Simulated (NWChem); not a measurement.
# One shape, several levels: doublet C2H5NS+

Aim: a comparison of 3 runs (UHF/STO-3G, UHF/3-21G, UB3LYP/6-31G*) of doublet C2H5NS+. 

Program for the calculation: NWChem 7.3.0.

94 further runs of the same task are left out: 94 set aside as unsound or not needed.

### Step 1. The molecule

The species is C2H5NS+ (9 atoms), meant as a doublet with charge +1. As SMILES of the parent species, `[H]/N=C(/C)S`. The coordinates come from a PBE0-D4/def2-TZVP relaxation. That shape belongs to the parent species and isn't relaxed for this state.

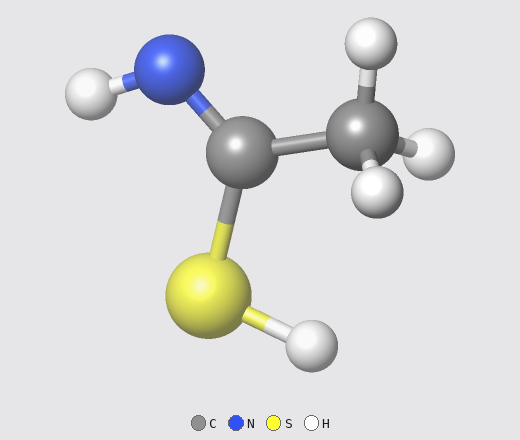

The structure, seen from a chosen angle (carbon grey, nitrogen blue, sulfur yellow, hydrogen white).

### Step 2. The energy at UHF/STO-3G (run 1)

Input file c2h5ns.xyz:

```xyz
9
C2H5NS hf
C      0.539700     0.823300    -0.338400
C     -0.043800    -0.522700    -0.054500
N      0.371500    -1.552400    -0.654500
S     -1.341500    -0.591100     1.162800
H      0.969200     1.255300     0.568800
H     -0.231300     1.507700    -0.700900
H      1.316700     0.718700    -1.094000
H     -0.111800    -2.401800    -0.366400
H     -1.380200     0.716700     1.459800
```

Input file run.py:

```python
from ase.io import read
from ase.calculators.nwchem import NWChem

atoms = read('c2h5ns.xyz')

calc = NWChem(
    label='c2h5ns',
    theory='scf',
    memory='2200 mb',
    basis='STO-3G',
    basispar='spherical bse',
    charge=1,
    scf={'nopen': '1', 'uhf': None, 'thresh': '1e-08', 'maxiter': '80'},
    task='energy',
)
atoms.calc = calc

e = atoms.get_potential_energy()
print(f"E = {e:.6f} eV")
```

Started as:

```
$ export ASE_NWCHEM_COMMAND="nwchem PREFIX.nwi > PREFIX.nwo"
$ python run.py
```

Standard output:

```text
E = -14268.878294 eV
```

The calculator wrote c2h5ns.nwi:

```
title "c2h5ns"

permanent_dir c2h5ns

scratch_dir c2h5ns

start c2h5ns

geometry units angstrom nocenter noautosym noautoz
  C  5.3969999999999996e-01 8.2330000000000003e-01 -3.3839999999999998e-01
  C  -4.3799999999999999e-02 -5.2270000000000005e-01 -5.4500000000000000e-02
  N  3.7150000000000000e-01 -1.5524000000000000e+00 -6.5449999999999997e-01
  S  -1.3414999999999999e+00 -5.9109999999999996e-01 1.1628000000000001e+00
  H  9.6919999999999995e-01 1.2553000000000001e+00 5.6879999999999997e-01
  H  -2.3130000000000001e-01 1.5077000000000000e+00 -7.0089999999999997e-01
  H  1.3167000000000000e+00 7.1870000000000001e-01 -1.0940000000000001e+00
  H  -1.1180000000000000e-01 -2.4018000000000002e+00 -3.6640000000000000e-01
  H  -1.3802000000000001e+00 7.1670000000000000e-01 1.4598000000000000e+00
end

charge 1

memory 2200 mb

basis spherical bse noprint
   * library STO-3G
end

scf
  nopen 1
  uhf
  thresh 1e-08
  maxiter 80
end

task scf energy
```

c2h5ns.nwo (excerpt; [...] marks lines left out):

```text
[...]
      One electron energy =  -1019.588148401743
[... 1 line left out ...]
 Nuclear repulsion energy =    154.765693284200
[... 41 lines left out ...]
          Final beta eigenvalues
[... 200 lines left out ...]
                     UHF Final Beta Molecular Orbital Analysis
[...]
```

Run time: 5.1 s. Hardware: 1 thread of Intel Xeon Platinum 8559C (Emerald Rapids), shared host; peak memory 0.099 GiB.

### Step 3. The energy at UHF/3-21G (run 2)

Input file m1.nw:

```
echo
start m1
title "C2H5NS hf"
memory 2200 mb
charge 1

geometry units atomic noautosym nocenter noautoz
  C    1.01988519   1.55581152  -0.63948332
  C   -0.08277000  -0.98775985  -0.10299007
  N    0.70203326  -2.93361084  -1.23682575
  S   -2.53506760  -1.11701711   2.19737354
  H    1.83152256   2.37217320   1.07487622
  H   -0.43709365   2.84914008  -1.32450904
  H    2.48820239   1.35814617  -2.06736038
  H   -0.21127138  -4.53874421  -0.69239565
  H   -2.60820000   1.35436671   2.75862220
end

basis spherical bse
  * library 3-21G
end

scf
  nopen 1
  uhf
  thresh 1e-08
  maxiter 80
end

task scf energy
```

Started as:

```
$ nwchem m1.nw > m1.out
```

Standard output:

```text
[...]
  functions       =    50
[...]
  wavefunction    = UHF
[...]
         Total SCF energy =   -527.555547288091
      One electron energy =  -1022.243871992156
      Two electron energy =    339.922642712268
 Nuclear repulsion energy =    154.765681991797
                       Sz =      0.5000
                 Sz(Sz+1) =      0.7500
                      S^2 =      0.9449
[...]
```

It took 4.2 s on 1 thread of Intel Xeon Platinum 8559C (Emerald Rapids), shared host; peak memory 0.099 GiB.

### Step 4. A single-point energy at UB3LYP/6-31G(d) (Cartesian functions) (run 3)

Input file c2h5ns.nw:

```
start c2h5ns
title "C2H5NS"
memory 2200 mb
charge 1
geometry units angstroms noautosym nocenter noautoz
C      0.539700     0.823300    -0.338400
C     -0.043800    -0.522700    -0.054500
N      0.371500    -1.552400    -0.654500
S     -1.341500    -0.591100     1.162800
H      0.969200     1.255300     0.568800
H     -0.231300     1.507700    -0.700900
H      1.316700     0.718700    -1.094000
H     -0.111800    -2.401800    -0.366400
H     -1.380200     0.716700     1.459800
end
basis
* library 6-31G*
end
dft
xc b3lyp
mult 2
grid xfine
convergence energy 1e-08
iterations 100
mulliken
print medium
end
task dft energy
```

Started as:

```
$ nwchem c2h5ns.nw > c2h5ns.out
```

Standard output:

```text
[...]
          Wavefunction type:  spin polarized.
          No. of atoms     :     9
          No. of electrons :    39
[...]
          Charge           :     1
          Spin multiplicity:     2
[...]
          AO basis - number of functions:    74
[...]
              XC Information
              --------------
                         B3LYP Method XC Potential
                     Hartree-Fock (Exact) Exchange  0.200
                        Slater Exchange Functional  0.800 local
                    Becke 1988 Exchange Functional  0.720 non-local
              Lee-Yang-Parr Correlation Functional  0.810
                  VWN I RPA Correlation Functional  0.190 local
[...]
 d= 0,ls=0.0,diis     1   -531.7013081940 -6.86D+02  1.01D-02  3.13D-01     4.2
[...]
 d= 0,ls=0.5,diis    30   -531.7970844295 -7.74D-09  6.71D-08  9.42D-09   128.5
[...]
         Total DFT energy =     -531.797084434165
      One electron energy =    -1026.559045332137
           Coulomb energy =      384.981067544355
    Exchange-Corr. energy =      -44.984799930583
 Nuclear repulsion energy =      154.765693284200
[...]
      Total Density - Mulliken Population Analysis
     ---------------------------------------------
    Atom       Charge   Shell Charges
 -----------   ------   -------------------------------------------------------
    1 C    6     6.52   1.99  0.68  2.16  0.67  0.98  0.03
    2 C    6     5.89   1.99  0.75  1.97  0.43  0.73  0.03
    3 N    7     7.35   1.99  0.85  2.36  1.00  1.14  0.01
    4 S   16    15.54   2.00  1.99  5.97  1.50  2.94  0.41  0.69  0.04
    5 H    1     0.77   0.51  0.26
    6 H    1     0.77   0.51  0.26
    7 H    1     0.73   0.51  0.22
    8 H    1     0.63   0.50  0.13
    9 H    1     0.80   0.49  0.31
[...]
      <S2> =      0.7698 (Exact =     0.7500)
[...]
```

Run time: 2.2 min. Hardware: 1 thread of Intel Xeon Platinum 8559C (Emerald Rapids), shared host; peak memory 0.14 GiB.

### Step 5. All runs side by side

```tsv
run	level	Cartesian functions	iteration cap	energy (Eh)	HOMO energy (eV)	LUMO energy (eV)	⟨S²⟩	wall time
1	UHF/STO-3G	no	80	-524.371610	-15.77	-5.03	1.021	5.1 s
2	UHF/3-21G	no	80	-527.555547	-17.29	-7.71	0.945	4.2 s
3	UB3LYP/6-31G* (Cartesian functions)	yes	100	-531.797084	-13.95	-12.04	0.770	2.2 min
```

### Step 6. Summary of results

| quantity | value |
| --- | --- |
| run 3: total energy | -531.79708 Eh |
| run 3: HOMO energy (highest over α and β) | -13.95 eV |
| run 3: LUMO energy (lowest over α and β) | -12.04 eV |
| run 3: ⟨S²⟩ | 0.770 |

In run 1 the basis is minimal, so the values are rough. Spin contamination of the reference: run 1 ⟨S²⟩ = 1.02, run 2 ⟨S²⟩ = 0.94. All runs together took 2.4 min, the longest 2.2 min.
